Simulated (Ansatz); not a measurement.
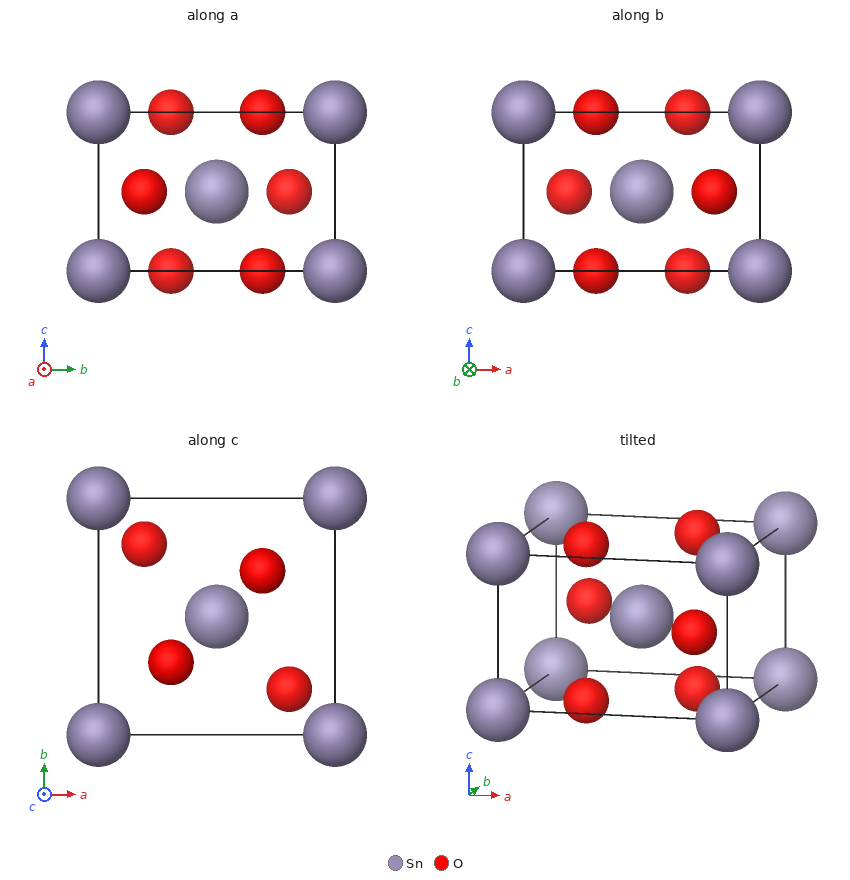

Structure drawing (spheres-only), viewed along the a axis, along the b axis, along the c axis and slightly off an axis. The frame is the conventional unit cell; atoms at its boundary are shown with their periodic copies.

Lattice parameters: a = 4.8274 Å, b = 4.8274 Å, c = 3.2381 Å, α = 90.000°, β = 90.000°, γ = 90.000°.

Question: Set out the cell and atoms as a CIF in P1 with every atom of the cell, with free fractional coordinates to two decimals.

Answer:
```cif
data_structure
_symmetry_space_group_name_H-M 'P 1'
_symmetry_Int_Tables_number 1
_cell_length_a 4.8274
_cell_length_b 4.8274
_cell_length_c 3.2381
_cell_angle_alpha 90.000
_cell_angle_beta 90.000
_cell_angle_gamma 90.000
_cell_volume 75.46
loop_
_atom_site_label
_atom_site_type_symbol
_atom_site_fract_x
_atom_site_fract_y
_atom_site_fract_z
_atom_site_occupancy
Sn1 Sn 0.00 0.00 0.00 1
Sn2 Sn 0.50 0.50 0.50 1
O1 O 0.31 0.31 0.00 1
O2 O 0.19 0.81 0.50 1
O3 O 0.81 0.19 0.50 1
O4 O 0.69 0.69 0.00 1
```

The model was built from a structure type filled with these elements by a generator (whether the compound takes this form wasn't checked). The picture shows the end point of a geometry optimisation with DFT, PBE, plane waves, PAW in Ansatz.
